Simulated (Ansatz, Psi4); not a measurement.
BBr2Cl (dibromo(chloro)borane): methods side by side

BBr2Cl: 4 atoms, total charge 0, spin state singlet. SMILES: `ClB(Br)Br`. Geometry: relaxed at PBE0-D4/def2-TZVP.

Each level gives the atomisation enthalpy at 298 K (kJ/mol). The values are calculated. The thermal term (zero-point and 298 K enthalpy, harmonic and unscaled) is that of PBE0-D4/def2-TZVP; the spin-orbit lowering of the free atoms at 298 K, 32.8 kJ/mol by their spectra, is taken off.

**What was measured.** NIST-JANAF tables; in doubt: it rests on an older heat of the boron atom gives the atomisation enthalpy at 298 K of the gas as 1187 kJ/mol.

```csv
level,kind,program,value (kJ/mol),computed − measured
HF/6-31G* (spherical functions),Hartree–Fock,Ansatz,856,-331
BLYP/6-31G* (spherical functions),GGA,Ansatz,1142,-45
B3LYP/6-31G* (spherical functions),global hybrid,Psi4,1144,-43
HSE06/6-31G* (spherical functions),range-separated hybrid,Ansatz,1208,+21
B2PLYP/6-31G* (spherical functions),double hybrid,Ansatz,1147,-40
RPA@PBE0/6-31G* (spherical functions),RPA,Ansatz,1053,-134
MP2/6-31G* (spherical functions),perturbation theory,Ansatz,1164,-23
CCSD(T)/6-31G* (spherical functions),coupled cluster or CI,Psi4,1098,-89
```

Nearest: HSE06/6-31G* (spherical functions) (+21 kJ/mol); farthest: HF/6-31G* (spherical functions) (-331 kJ/mol). Computed less measured by kind, in kJ/mol (6-31G* rows): Hartree–Fock -331; GGA -45; global hybrid -43; range-separated hybrid +21; double hybrid -40; RPA -134; perturbation theory -23; coupled cluster or CI -89. Wave-function methods converge slowly with the basis and bind too weakly in sets of this size; that is part of their error here. The measured heats of formation of B, Si, Al and metal atoms are uncertain by some kJ/mol each. All-electron rows without a relativistic Hamiltonian named are non-relativistic. In the correlated wave-function rows the outer d shell of Br is correlated, in sets not made for it.

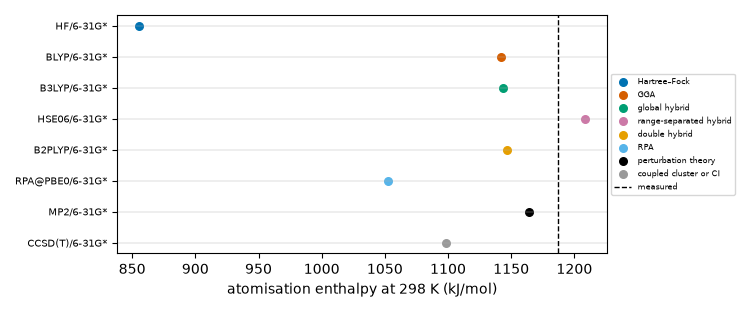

The values of the table, level by level.
